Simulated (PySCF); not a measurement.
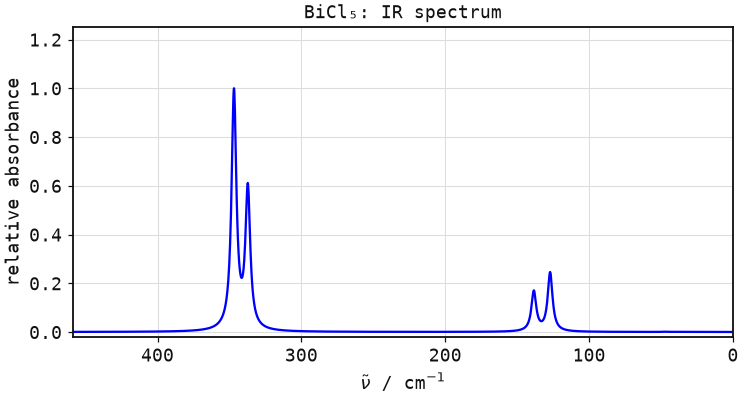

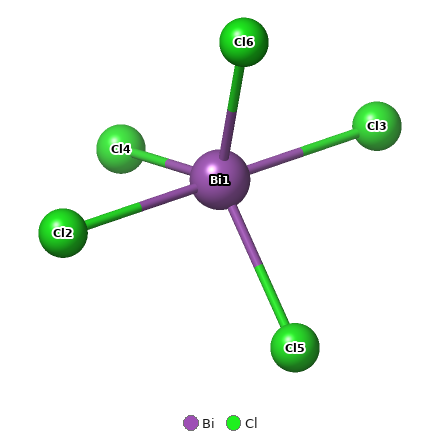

Infrared spectrum of BiCl₅, singlet (point group D3h). Unscaled harmonic wavenumbers and double-harmonic intensities, PBE0/def2-SVP (ECP), PySCF 2.14.0, isolated molecule. The structure is the lowest point that the starts tried gave, with the shape that electron-pair counting expects. Degenerate modes count as one line, with their intensities summed. Lorentzian lines of 4 cm⁻¹ full width. Close modes add up in the curve.

Q: Which modes are missing from the spectrum (below 0.05 km/mol)?

A: 139.3 cm⁻¹ (e''), 305.3 cm⁻¹ (a1') and 320.8 cm⁻¹ (a1').

Q: Which lines are the most intense?

A: 346.9 cm⁻¹ (84.1 km/mol, e'), 337.2 cm⁻¹ (49.2 km/mol, a2'') and 127.1 cm⁻¹ (20.8 km/mol, e').

Q: List the modes.

A:
| cm⁻¹ | km/mol | symmetry |
| --- | --- | --- |
| 46.2 | 0.1 | e' (×2) |
| 127.1 | 20.8 | e' (×2) |
| 138.4 | 14.1 | a2'' |
| 139.3 | 0.0 | e'' (×2) |
| 305.3 | 0.0 | a1' |
| 320.8 | 0.0 | a1' |
| 337.2 | 49.2 | a2'' |
| 346.9 | 84.1 | e' (×2) |

Known limits of this run: spin-orbit coupling is left out, and with Bi it can shift these values; double-zeta basis on some or all atoms.
